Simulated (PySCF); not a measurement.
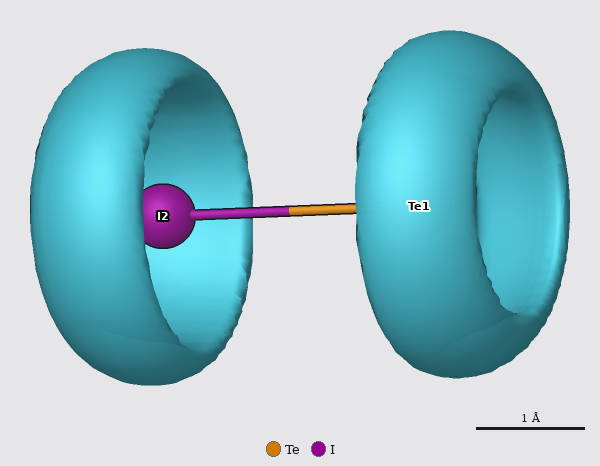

The picture shows: TeI (charge +1, triplet). Isosurface of the ELF at 0.8 (cyan), seen from one side. Only the valence region is drawn (cores and ρ < 0.01 e/Å³ removed).

Core potentials replace the inner electrons of Te and I.

All numbers below come from PBE0/def2-SVP, non-relativistic Hamiltonian with scalar-relativistic core potentials where named, at a bond length of 2.588 Å (PySCF 2.14.0).

Q: Where are the electrons localised?

A: The ELF exceeds this value in one ring or bowl of non-bonding electrons around I and one ring or bowl of non-bonding electrons around Te.

Values along the shortest contacts:
Te–I (2.59 Å): the ELF peaks at about 0.65 between the atoms.
